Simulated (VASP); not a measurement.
Band structure of Ge (diamond). Level of theory: vdW-DF2, VASP's PBE PAW potentials (set 64) (plane waves; VASP 6.6.1).

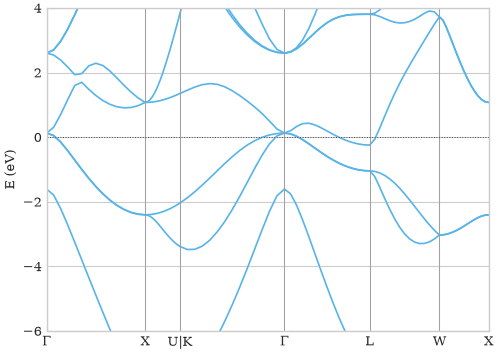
*Bands along high-symmetry lines, zero at the valence-band maximum or, without a gap, the Fermi level*

Q: Read the plot: is there a gap, and where are the band edges?

A: It has no gap at this level: it comes out as a metal or semimetal. (Edges off the drawn lines would not show.)

Measured: gap 0.79 eV (computed value off by -0.79 eV), as given by Anna Miglio et al., npj Computational Materials (2020), arXiv:2011.12765 [measured zero-point renormalisation of 52 meV added back].

The compound is Ge in the diamond structure. It was relaxed first, which changed the volume by +17 %.
